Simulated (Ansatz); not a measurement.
```xyz
6

Sn    0.0005    0.0000   -0.7446
Cl    0.0032    0.0000    4.3303
H     1.6184    0.0000   -1.3122
H    -0.8086    1.4012   -1.3119
H    -0.8086   -1.4012   -1.3119
H    -0.0030    0.0000    5.6021
```

Core potentials replace the inner electrons of Sn.

Theory: UHF/def2-SVP (Ansatz).

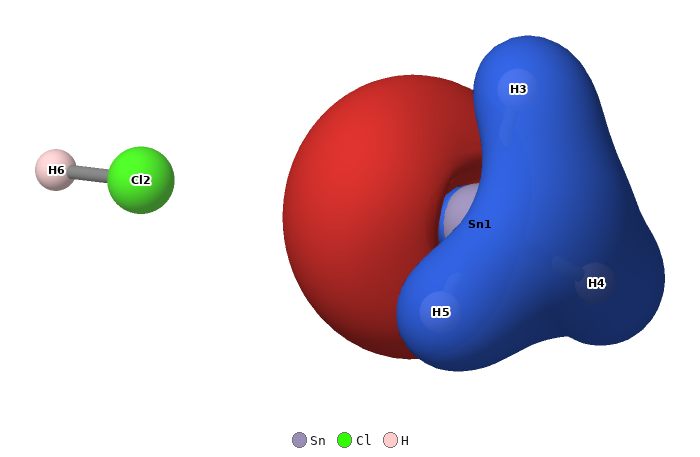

H$_{3}$Sn···HCl (doublet). The HOMO (α) at ±0.1 Å⁻³ᐟ² (blue and red are the two phases), seen at an oblique angle.

### Where does this orbital lie, and at what energy?

It lies mainly on Sn1 (about 80 %). Its energy is −8.46 eV.
